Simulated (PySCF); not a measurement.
# CH₂FP, SMILES `FC=P`: electronic structure

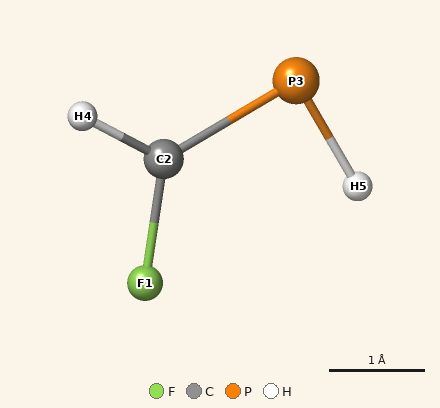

The molecule, with its atoms numbered as below. No frequency check shows the geometry to be a minimum.

Geometry (Å), atoms numbered from 1:

```
F1       1.5391    0.3040    0.0000
C2       0.4705   -0.5069    0.0000
P3      -1.1102    0.0308    0.0000
H4       0.7607   -1.5491    0.0000
H5      -0.7814    1.3932    0.0000
```

## 1. Bonding charge

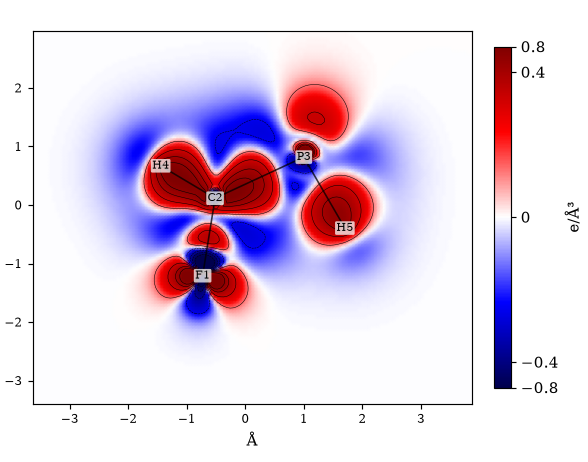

Deformation density (molecule less spherical, spin-averaged free atoms) in the molecular plane; colour scale in e/Å³, logarithmic beyond ±0.1; red: gain, blue: loss.

Computed with PySCF, HF/def2-SVP, geometry: GFN2-xTB.

Q: How much density has each bond in this plane gained at its critical point, relative to the free atoms?

A: C2–H4: +0.82 e/Å³ at the bond critical point (bond length 1.08 Å, Mayer order 1.0). P3–H5: +0.20 e/Å³ at the bond critical point (bond length 1.40 Å, Mayer order 0.9). C2–P3: +0.18 e/Å³ at the bond critical point (bond length 1.67 Å, Mayer order 1.9). F1–C2: +0.04 e/Å³ at the bond critical point (bond length 1.34 Å, Mayer order 0.9); up to 0.6 Å beside the axis the gain reaches +0.29 e/Å³. In all, 1.2 electrons gather in the regions of gain relative to the promolecule. A small or negative value marks a very polar bond, one between electron-rich atoms, whose free-atom densities already overlap strongly, a long bond to a heavier atom, or a closed-shell contact such as a hydrogen bond.

Q: Where do the Hirshfeld charges lie?

A: The highest Hirshfeld charge is on H4 (+0.07 e), the lowest on F1 (−0.12 e).

| atom | charge (e) |
| --- | --- |
| F1 | −0.12 |
| C2 | +0.02 |
| P3 | +0.04 |
| H4 | +0.07 |
| H5 | −0.01 |

## 2. Electrostatic potential

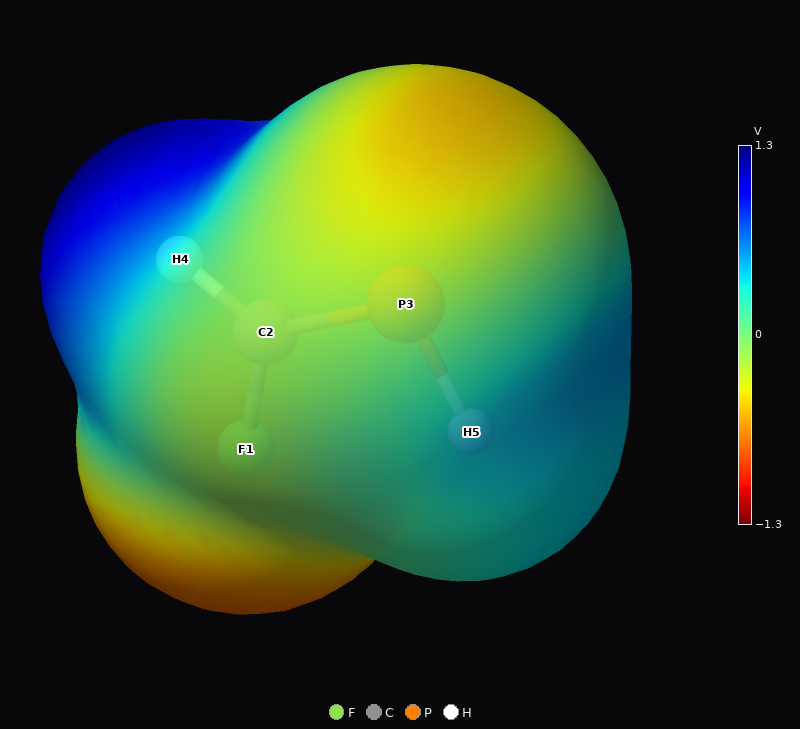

Electrostatic potential on the surface of electron density 0.001 a.u.

Q: Where are the extremes of the potential on the surface?

A: Highest: 1.26 V, 1.3 Å from H4. Further maxima include 0.57 V, 1.8 Å from H5. Lowest: −0.77 V, 1.6 Å from F1. Further minima include −0.52 V, 2.3 Å from P3. The surface is sampled at points, so like sites can differ by a few per cent and only the strongest of them is named.

## 3. Excited states

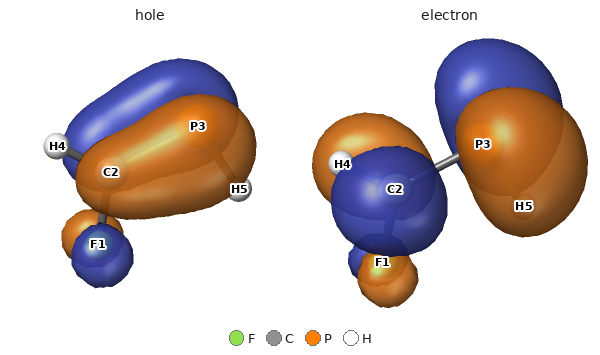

Leading natural transition orbital pair of S₂ (TDA singlet states); the surfaces enclose about 78 % of each orbital's density.

Computed with PySCF, M06-2X/def2-TZVP, geometry: GFN2-xTB. Without diffuse functions Rydberg states are missing, so the states' numbers hold for this basis only.

Q: Give its energy, strength and character.

A: 6.08 eV (204 nm), f = 0.270 (bright), π → π*; the leading pair carries 84 %; hole on P3 (52 %), C2 (30 %) and F1 (12 %), electron on P3 (52 %), C2 (32 %) and F1 (7 %) (shares are of the whole state, not of the leading pair alone); their centroids lie 0.2 Å apart. In canonical orbitals it is mainly HOMO → LUMO (84 %). The HOMO–LUMO gap is 7.79 eV.

The PySCF runs shown took 3 s and 5.2 min on 1 thread of Intel(R) Xeon(R) Processor @ 2.50GHz (Skylake/Cascade Lake) (shared host).
